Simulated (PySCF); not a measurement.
# C4H3FS: the cost of one run

Computed with PySCF 2.14.0 and routines of our own; the level stands in each step. Atoms count from 0.

## (1) The system as given

9 atoms, charge 0, multiplicity 1; geometry from: GFN2-xTB.

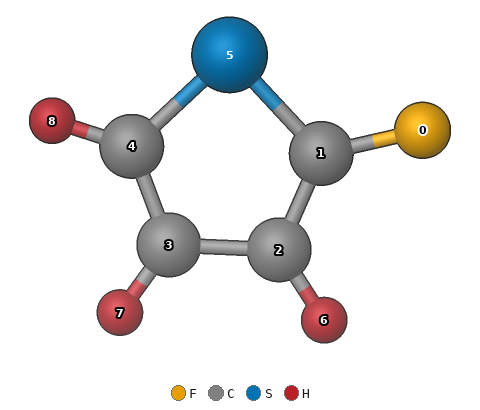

The starting geometry (fluorine amber, carbon grey, sulfur blue, hydrogen red).

## (2) Geometry optimisation at LC-wPBE/6-31G*

What the job is given:

```
{"job": {"xc": "LC-wPBE", "basis": "6-31G*", "grid": 1, "kind": "geom"}, "charge": 0, "multiplicity": 1}
F      2.594037     0.378602     0.175568
C      1.265746     0.298834     0.093177
C      0.531851    -0.831948    -0.040038
C     -0.851440    -0.538067    -0.094901
C     -1.115718     0.787553    -0.002974
S      0.311958     1.739392     0.154945
H      0.956012    -1.816576    -0.095648
H     -1.611261    -1.290723    -0.198434
H     -2.067623     1.278927    -0.016874
```

Launch:

```sh
$ OMP_NUM_THREADS=1 python excited_run.py task.json out
```

This one command runs all jobs of the session in turn.

Q: Estimate the wall time and peak memory of this first job on 1 thread of AMD EPYC 9R45, shared host.

About 29 s, with a peak of 0.52 GiB.
